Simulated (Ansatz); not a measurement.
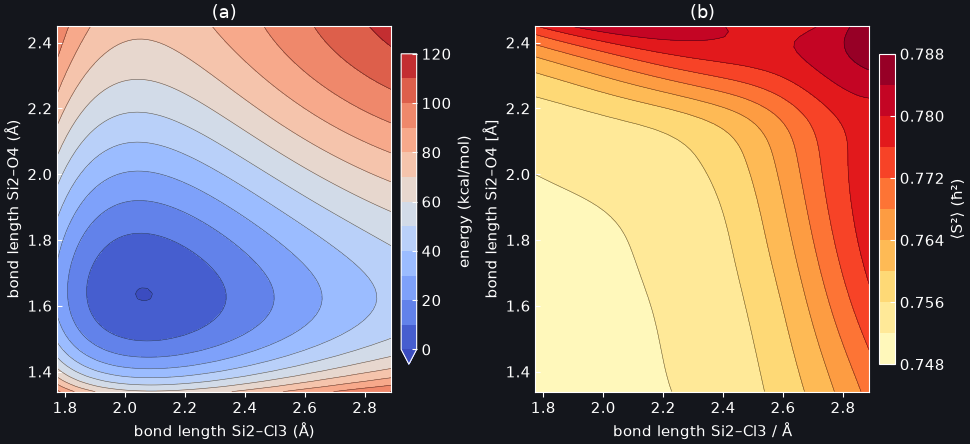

ClFH3OSi2, SMILES F[Si](Cl)O[SiH3], spin multiplicity 2. The first coordinate is: bond length Si2–Cl3; the second: bond length Si2–O4. Nothing is relaxed (all other coordinates rigid). Grid: 9 × 9 points. All energies are given in kcal/mol relative to the lowest grid point. All numbers below come from UKS PBE0-D4/def2-SVP in Ansatz 0.2.0.

Panel (a) is the energy; panel (b) is the computed ⟨S²⟩, in ħ².

The picture shows filled contours. Between grid points the surface is interpolated.

How does the ⟨S²⟩ vary over the map, and what is it at the lowest grid point?

Leaving out the highest fifth of the energies, it runs from 0.75 ħ² at bond length Si2–Cl3 = 1.774 Å, bond length Si2–O4 = 1.477 Å to 0.78 ħ² at bond length Si2–Cl3 = 2.191 Å, bond length Si2–O4 = 2.449 Å. At the lowest grid point, bond length Si2–Cl3 = 2.052 Å, bond length Si2–O4 = 1.616 Å, it is 0.75 ħ².

```csv
"bond length Si2–O4 ↓, bond length Si2–Cl3 →",1.774,1.913,2.052,2.191,2.331,2.470,2.609,2.748,2.888
2.449,0.78,0.78,0.78,0.78,0.78,0.78,0.78,0.78,0.79
2.310,0.76,0.76,0.77,0.77,0.77,0.77,0.78,0.78,0.78
2.171,0.75,0.75,0.76,0.76,0.76,0.76,0.77,0.77,0.78
2.033,0.75,0.75,0.75,0.75,0.76,0.76,0.77,0.77,0.78
1.894,0.75,0.75,0.75,0.75,0.75,0.76,0.76,0.77,0.78
1.755,0.75,0.75,0.75,0.75,0.75,0.76,0.76,0.77,0.78
1.616,0.75,0.75,0.75,0.75,0.75,0.76,0.76,0.77,0.78
1.477,0.75,0.75,0.75,0.75,0.75,0.76,0.76,0.77,0.77
1.339,0.75,0.75,0.75,0.75,0.75,0.75,0.76,0.76,0.77
```
